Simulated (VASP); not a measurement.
Band structure of Pd (space group Fm-3m). Level of theory: PBE GGA, VASP's PBE PAW potentials (set 64) (plane waves; VASP).

The run has a spin-polarised start.

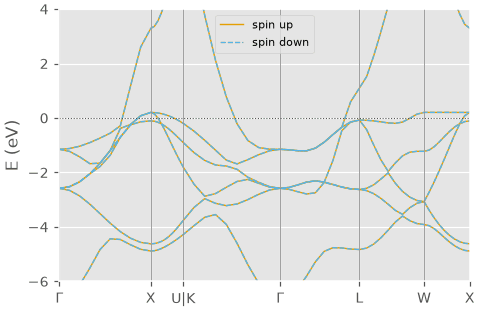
Figure: Bands along high-symmetry lines, zero at the valence-band maximum or, without a gap, the Fermi level

Problem. Read the plot: is there a gap, and where are the band edges?

Solution. It has no gap at this level: it comes out as a metal or semimetal.

The structure comes from a computed database's Pd entry; how it stands against other phases isn't given here. The cell was not relaxed at this level.
